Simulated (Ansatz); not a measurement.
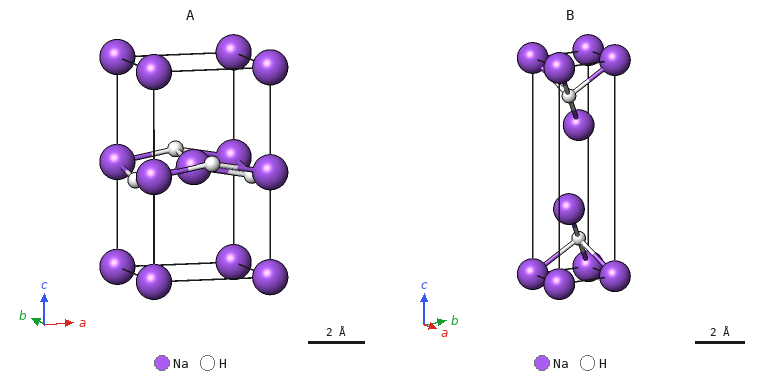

Two structures of Na3H2, each relaxed to rest (conventional cells in solid outline, small ones repeated, not to one scale). Method: Ansatz, DFT PBE, scalar-relativistic, plane waves, PAW, without spin polarisation.

Characterise the two forms.

Answer. A: 5 atoms a cell on a primitive tetragonal lattice, P-4m2. B: 5 atoms a cell on a primitive hexagonal lattice, P-3m1.

Which form lies lower?

Answer. B is lower, by 148 meV/atom at this level of theory (energies at zero smearing). Volumes: A 29.4, B 18.3 Å³/atom.

One or both may be structure types tried for this composition rather than known phases.
